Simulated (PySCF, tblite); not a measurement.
# C₇H₉NO: a rotation path, then NMR shifts on frames, part 2 of 2

tblite 0.8.0 and PySCF 2.14.0. Atoms count from 0. The steps go on from the part before.

### Step 5. Shielding tensors: image 4, PBE0/pcSseg-1

The job: settings as JSON, then the geometry in Å.

```
{"job": {"kind": "nmr", "xc": "PBE0", "basis": "pcSseg-1", "pop": false}, "charge": 0, "multiplicity": 1}
C     -3.386200    -0.500200    -0.597700
C     -2.463000    -0.250100     0.309900
C     -1.270000     0.626700     0.077700
C      0.019400    -0.152200     0.244300
C     -0.097700    -1.508100     0.608500
N     -0.228000    -2.606600     0.914800
C      1.223900     0.405700     0.042000
O      2.377500    -0.279600     0.162100
C      3.560400     0.430600    -0.124200
H     -4.219400    -1.150300    -0.395800
H     -3.349400    -0.063500    -1.582900
H     -2.517400    -0.705500     1.289500
H     -1.282400     1.455800     0.793900
H     -1.310700     1.051900    -0.928900
H      1.299900     1.454000    -0.236400
H      4.370600    -0.293200    -0.063400
H      3.532100     0.861500    -1.130000
H      3.731600     1.229400     0.604800
```

With the program's defaults for keys left out, this is: GIAO PBE0/pcSseg-1 NMR shielding, non-relativistic, gas phase.

Log:

```text
coarse grid: 15336 points
cycle   1  E = -401.3804325262  dE =  1.315e+00  |g| = 6.301e-01  |ddm| = 3.964e+00
cycle   2  E = -401.2058135741  dE =  1.746e-01  |g| = 1.108e+00  |ddm| = 1.661e+00
cycle   3  E = -401.4597736455  dE = -2.540e-01  |g| = 2.244e-01  |ddm| = 1.160e+00
cycle   4  E = -401.4700452288  dE = -1.027e-02  |g| = 7.836e-02  |ddm| = 2.304e-01
cycle   5  E = -401.4712132480  dE = -1.168e-03  |g| = 2.185e-02  |ddm| = 6.837e-02
cycle   6  E = -401.4713124711  dE = -9.922e-05  |g| = 4.044e-03  |ddm| = 1.763e-02
cycle   7  E = -401.4713157309  dE = -3.260e-06  |g| = 1.568e-03  |ddm| = 4.510e-03
final grid: 149008 points
cycle   8  E = -401.5357761178  dE = -3.112e-05  |g| = 1.193e-02  |ddm| = 3.437e-02
cycle   9  E = -401.5357405770  dE =  3.554e-05  |g| = 1.832e-02  |ddm| = 2.291e-02
cycle  10  E = -401.5358036124  dE = -6.304e-05  |g| = 2.387e-03  |ddm| = 1.560e-02
cycle  11  E = -401.5358049388  dE = -1.326e-06  |g| = 3.692e-04  |ddm| = 2.322e-03
cycle  12  E = -401.5358049679  dE = -2.913e-08  |g| = 1.593e-04  |ddm| = 5.073e-04
cycle  13  E = -401.5358049740  dE = -6.142e-09  |g| = 3.933e-05  |ddm| = 1.634e-04
cycle  14  E = -401.5358049744  dE = -3.556e-10  |g| = 1.034e-05  |ddm| = 4.186e-05
converged SCF energy = -401.5358049744

GIAO shielding tensors (ppm)
atom      isotropic    diamagn.    paramagn.     s11        s22        s33       span
  0 C       62.201     252.660    -190.459    -50.498     79.780    157.322    207.820
  1 C       43.502     256.603    -213.100    -80.381     49.622    161.266    241.647
  2 C      152.894     243.733     -90.839    141.875    151.469    165.337     23.462
  3 C       92.773     263.908    -171.135     10.456    125.091    142.773    132.317
  4 C       67.019     260.245    -193.226    -47.499    -43.551    292.109    339.609
  5 N      -62.592     343.224    -405.816   -219.933   -174.321    206.480    426.413
  6 C       18.291     253.709    -235.418    -84.568     50.247     89.193    173.761
  7 O      212.942     396.556    -183.614     79.635    259.531    299.660    220.024
  8 C      126.204     241.937    -115.733     93.055    100.582    184.975     91.920
  9 H       26.211      27.567      -1.356     23.241     25.235     30.158      6.917
 10 H       26.258      30.967      -4.709     22.769     25.719     30.286      7.517
 11 H       25.269      30.891      -5.621     22.942     24.625     28.240      5.298
 12 H       28.620      29.763      -1.143     24.116     28.110     33.633      9.517
 13 H       28.991      31.793      -2.801     24.853     28.960     33.162      8.309
 14 H       25.053      34.557      -9.504     22.245     22.993     29.920      7.675
 15 H       27.525      26.548       0.977     23.739     25.586     33.251      9.512
 16 H       27.974      27.959       0.015     24.504     25.865     33.554      9.050
 17 H       27.855      27.273       0.582     24.353     25.621     33.590      9.237
```

Run time: 30 s. Hardware: 1 thread of Intel Xeon Platinum 8488C, shared host; peak memory 0.88 GiB.

Key values: δ C6 168.6, C1 143.4, C0 124.7, C4 119.9, H14 6.66, H11 6.45 ppm.

### Step 6. Nuclear shieldings: image 6, PBE0/pcSseg-1

The job: settings as JSON, then the geometry in Å.

```
{"job": {"kind": "nmr", "xc": "PBE0", "basis": "pcSseg-1", "pop": false}, "charge": 0, "multiplicity": 1}
C     -3.474000    -0.532500    -0.155700
C     -2.385800    -0.072000     0.430000
C     -1.251000     0.578900    -0.303400
C      0.032000    -0.194500    -0.104600
C     -0.102400    -1.596000    -0.034500
N     -0.255500    -2.731600     0.028800
C      1.234000     0.396400    -0.019300
O      2.381600    -0.296600     0.115500
C      3.567900     0.461100     0.174100
H     -4.263600    -1.008000     0.399500
H     -3.620900    -0.453600    -1.220900
H     -2.251100    -0.171100     1.499000
H     -1.110300     1.603600     0.052200
H     -1.486500     0.617000    -1.371600
H      1.316000     1.479300    -0.071200
H      4.383700    -0.257300     0.218500
H      3.683900     1.089200    -0.715000
H      3.593200     1.094100     1.067000
```

Level: GIAO PBE0/pcSseg-1 NMR shielding, non-relativistic, gas phase.

Log:

```text
coarse grid: 15336 points
cycle   1  E = -401.3827535855  dE =  1.313e+00  |g| = 6.315e-01  |ddm| = 3.944e+00
cycle   2  E = -401.2064558952  dE =  1.763e-01  |g| = 1.111e+00  |ddm| = 1.670e+00
cycle   3  E = -401.4627065136  dE = -2.563e-01  |g| = 2.255e-01  |ddm| = 1.175e+00
cycle   4  E = -401.4730721998  dE = -1.037e-02  |g| = 7.894e-02  |ddm| = 2.325e-01
cycle   5  E = -401.4742655504  dE = -1.193e-03  |g| = 2.158e-02  |ddm| = 6.903e-02
cycle   6  E = -401.4743637208  dE = -9.817e-05  |g| = 3.777e-03  |ddm| = 1.746e-02
cycle   7  E = -401.4743666037  dE = -2.883e-06  |g| = 1.368e-03  |ddm| = 4.328e-03
final grid: 149008 points
cycle   8  E = -401.5389851312  dE = -3.028e-05  |g| = 1.230e-02  |ddm| = 3.521e-02
cycle   9  E = -401.5389488083  dE =  3.632e-05  |g| = 1.870e-02  |ddm| = 2.355e-02
cycle  10  E = -401.5390143128  dE = -6.550e-05  |g| = 2.457e-03  |ddm| = 1.620e-02
cycle  11  E = -401.5390157099  dE = -1.397e-06  |g| = 3.562e-04  |ddm| = 2.423e-03
cycle  12  E = -401.5390157366  dE = -2.665e-08  |g| = 1.539e-04  |ddm| = 4.734e-04
cycle  13  E = -401.5390157423  dE = -5.732e-09  |g| = 3.979e-05  |ddm| = 1.639e-04
cycle  14  E = -401.5390157426  dE = -3.424e-10  |g| = 1.364e-05  |ddm| = 4.530e-05
converged SCF energy = -401.5390157426

GIAO shielding tensors (ppm)
atom      isotropic    diamagn.    paramagn.     s11        s22        s33       span
  0 C       59.950     252.074    -192.124    -55.010     77.263    157.597    212.607
  1 C       43.551     256.480    -212.929    -78.871     51.627    157.897    236.768
  2 C      148.062     242.855     -94.793    134.273    149.295    160.619     26.346
  3 C       91.442     264.244    -172.802      9.999    119.390    144.937    134.938
  4 C       67.014     260.071    -193.056    -47.009    -44.299    292.350    339.359
  5 N      -62.719     343.064    -405.784   -220.975   -177.439    210.257    431.232
  6 C       20.224     253.579    -233.355    -78.788     52.331     87.128    165.916
  7 O      215.359     396.243    -180.884     86.066    262.157    297.854    211.788
  8 C      126.324     241.721    -115.397     93.324    100.592    185.055     91.731
  9 H       26.137      27.741      -1.604     22.976     25.382     30.053      7.077
 10 H       26.117      30.467      -4.349     22.335     25.853     30.163      7.828
 11 H       25.702      31.497      -5.795     23.247     25.430     28.429      5.182
 12 H       28.957      30.994      -2.037     24.991     28.684     33.196      8.205
 13 H       28.822      30.923      -2.101     24.781     28.336     33.349      8.568
 14 H       25.099      34.554      -9.455     22.523     23.178     29.595      7.072
 15 H       27.546      26.444       1.102     23.758     25.576     33.304      9.546
 16 H       27.965      27.445       0.521     24.459     25.817     33.619      9.160
 17 H       27.877      27.577       0.301     24.337     25.693     33.602      9.265
```

It took 27 s on 1 thread of Intel Xeon Platinum 8488C, shared host; peak memory 0.88 GiB.

Key values: δ C6 166.7, C1 143.4, C0 127.0, C4 119.9, H14 6.62, H11 6.01 ppm.

### Step 7. Shielding tensors: image 8, PBE0/pcSseg-1

The job: settings as JSON, then the geometry in Å.

```
{"job": {"kind": "nmr", "xc": "PBE0", "basis": "pcSseg-1", "pop": false}, "charge": 0, "multiplicity": 1}
C     -3.369400    -0.469600     0.307700
C     -2.209200     0.136200     0.469600
C     -1.271800     0.481000    -0.651600
C      0.031400    -0.260200    -0.475900
C     -0.006200    -1.646800    -0.724600
N     -0.074100    -2.770100    -0.948800
C      1.157300     0.343300    -0.064700
O      2.308200    -0.322800     0.147000
C      3.435200     0.458300     0.469900
H     -4.008200    -0.709400     1.140400
H     -3.729800    -0.752000    -0.667900
H     -1.858100     0.402800     1.458300
H     -1.072800     1.556100    -0.649100
H     -1.725500     0.206800    -1.606600
H      1.167900     1.415000     0.117800
H      4.224700    -0.241900     0.735100
H      3.757100     1.059500    -0.386900
H      3.234500     1.120000     1.318600
```

Method: GIAO PBE0/pcSseg-1 NMR shielding, non-relativistic, gas phase.

Log:

```text
coarse grid: 15336 points
cycle   1  E = -401.3854473854  dE =  1.309e+00  |g| = 6.311e-01  |ddm| = 3.922e+00
cycle   2  E = -401.2124936747  dE =  1.730e-01  |g| = 1.105e+00  |ddm| = 1.620e+00
cycle   3  E = -401.4654147470  dE = -2.529e-01  |g| = 2.239e-01  |ddm| = 1.133e+00
cycle   4  E = -401.4756581679  dE = -1.024e-02  |g| = 7.812e-02  |ddm| = 2.238e-01
cycle   5  E = -401.4768332257  dE = -1.175e-03  |g| = 2.125e-02  |ddm| = 6.660e-02
cycle   6  E = -401.4769285164  dE = -9.529e-05  |g| = 3.619e-03  |ddm| = 1.706e-02
cycle   7  E = -401.4769312404  dE = -2.724e-06  |g| = 1.138e-03  |ddm| = 4.111e-03
final grid: 149008 points
cycle   8  E = -401.5416216078  dE = -3.318e-05  |g| = 1.257e-02  |ddm| = 4.026e-02
cycle   9  E = -401.5415808625  dE =  4.075e-05  |g| = 1.937e-02  |ddm| = 2.432e-02
cycle  10  E = -401.5416524488  dE = -7.159e-05  |g| = 2.620e-03  |ddm| = 1.678e-02
cycle  11  E = -401.5416540608  dE = -1.612e-06  |g| = 3.396e-04  |ddm| = 2.492e-03
cycle  12  E = -401.5416540835  dE = -2.274e-08  |g| = 1.607e-04  |ddm| = 4.540e-04
cycle  13  E = -401.5416540892  dE = -5.671e-09  |g| = 5.983e-05  |ddm| = 1.650e-04
cycle  14  E = -401.5416540899  dE = -6.582e-10  |g| = 2.576e-05  |ddm| = 6.483e-05
converged SCF energy = -401.5416540899

GIAO shielding tensors (ppm)
atom      isotropic    diamagn.    paramagn.     s11        s22        s33       span
  0 C       61.843     251.935    -190.092    -50.128     77.712    157.945    208.072
  1 C       42.335     256.623    -214.288    -77.097     55.615    148.489    225.586
  2 C      145.387     243.595     -98.208    130.278    147.554    158.330     28.052
  3 C       91.145     263.247    -172.101      7.831    115.490    150.116    142.285
  4 C       66.281     259.712    -193.431    -49.238    -44.942    293.021    342.259
  5 N      -57.579     342.884    -400.463   -216.819   -175.973    220.055    436.873
  6 C       20.326     254.230    -233.904    -75.978     52.840     84.116    160.094
  7 O      215.525     396.225    -180.700     87.944    262.057    296.574    208.630
  8 C      126.052     242.083    -116.031     92.792    100.485    184.880     92.088
  9 H       26.288      28.329      -2.041     23.331     25.399     30.136      6.805
 10 H       26.154      30.177      -4.022     22.504     25.803     30.155      7.651
 11 H       26.006      32.138      -6.133     23.402     25.546     29.069      5.667
 12 H       29.081      31.118      -2.038     25.319     28.494     33.429      8.110
 13 H       28.960      31.097      -2.138     25.658     28.228     32.993      7.335
 14 H       25.166      34.723      -9.558     22.622     23.318     29.556      6.934
 15 H       27.525      26.620       0.905     23.733     25.536     33.306      9.573
 16 H       27.845      27.143       0.702     24.215     25.591     33.729      9.514
 17 H       27.979      28.231      -0.253     24.561     25.937     33.438      8.877
```

Run time: 29 s. Hardware: 1 thread of Intel Xeon Platinum 8488C, shared host; peak memory 0.89 GiB.

In short: δ C6 166.6, C1 144.6, C0 125.1, C4 120.6, H14 6.55, H11 5.71 ppm.

### Step 8. Side by side: NMR shifts

Shifts (ppm) of some atoms, chosen among heavy atoms and hydrogens apart, with basis size and wall time:

| frame | C1 | C0 | C2 | H11 | H13 | N5 | O7 | functions | time |
| --- | --- | --- | --- | --- | --- | --- | --- | --- | --- |
| image 0 | 146.9 | 119.7 | 41.9 | 6.42 | 2.40 | 325.2 | 121.6 | 198 | 33 s |
| image 2 | 144.3 | 122.9 | 38.7 | 6.70 | 2.32 | 328.1 | 118.7 | 198 | 30 s |
| image 4 | 143.4 | 124.7 | 34.0 | 6.45 | 2.73 | 330.3 | 123.1 | 198 | 30 s |
| image 6 | 143.4 | 127.0 | 38.9 | 6.01 | 2.89 | 330.4 | 120.7 | 198 | 27 s |
| image 8 | 144.6 | 125.1 | 41.5 | 5.71 | 2.76 | 325.3 | 120.6 | 198 | 29 s |

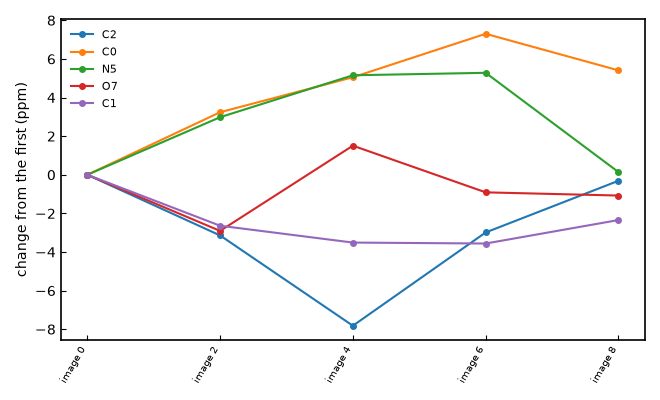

How five of the tabulated atoms move from run to run.

### Step 9. Results

What follows sums up all 2 parts.

```
                                       quantity                                                     value
                                        barrier                        0.080 eV (1.8 kcal/mol) at image 4
                          end to end (GFN2-xTB)                                                  0.010 eV
13C shifts against TMS (PBE0/pcSseg-1, image 0)          168.2, 146.9, 121.2, 119.7, 95.2, 60.6, 41.9 ppm
 1H shifts against TMS (PBE0/pcSseg-1, image 0)  6.58, 6.42, 5.25, 5.22, 4.16, 3.82, 3.78, 3.06, 2.40 ppm
15N shifts against NH3 (PBE0/pcSseg-1, image 0)                                                 325.2 ppm
17O shifts against H2O (PBE0/pcSseg-1, image 0)                                                 121.6 ppm
                       range of the shift of C2                                          34.0 to 41.9 ppm
```

What this shows: Along the band the dihedral turns by 149°, and the top (dihedral -2°) lies 1.8 kcal/mol above the start (GFN2-xTB, rough), so at room temperature this motion is fast. Ends this close can change order at a higher level. The top was not checked by a frequency run. Shifts at one fixed geometry are not the observed spectrum, which averages over the motion. In the first frame run (image 0): The largest span, 429 ppm, is at N5, where the paramagnetic term is -400 ppm. In ppm, C2 moves most: its shift spreads over 7.8 ppm, from 34.0 (image 4) to 41.9 (image 0).
